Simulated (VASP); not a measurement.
Band structure of GaSb (relaxed from the layer:h-BN structure). Computed with r2SCAN meta-GGA, VASP's PBE PAW potentials (set 64) (plane waves; VASP).

The cell holds a wide vacuum, so values per volume refer to the whole cell.  Unless said otherwise, spin-orbit coupling is left out, though it shifts the bands of the heavy elements here.

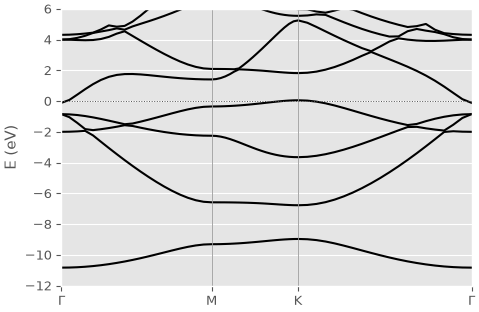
Figure. Bands along high-symmetry lines, zero at the valence-band maximum or, without a gap, the Fermi level

Question: Read the plot: is there a gap, and where are the band edges?

Answer: It has no gap at this level: it comes out as a metal or semimetal.

The cell is a sheet with vacuum, built from a generated structure.
